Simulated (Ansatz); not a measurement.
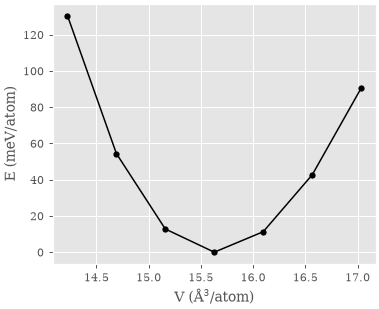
*Pt3W (Cu3Au type, Pm-3m) under volume change, plane-wave PAW PBE (Ansatz code), scaled uniformly.*

Question: What does a third-order Birch–Murnaghan fit give for V₀, B₀ and B′?

Answer: V₀ = 15.63 Å³/atom, B₀ = 273 GPa, B′ = 5.1.

A made-up cell: these elements were put on the sites of a structure type; neither database checked (COD, Materials Project) lists it. Its standing as an ambient phase is unchecked. Symmetry was held in the PBE relaxation; whether a distortion lowers the energy is not shown. The run is not spin-polarised. Spin–orbit coupling is left out wherever it is not named.

Potentials: the earlier of the program's two PAW sets.
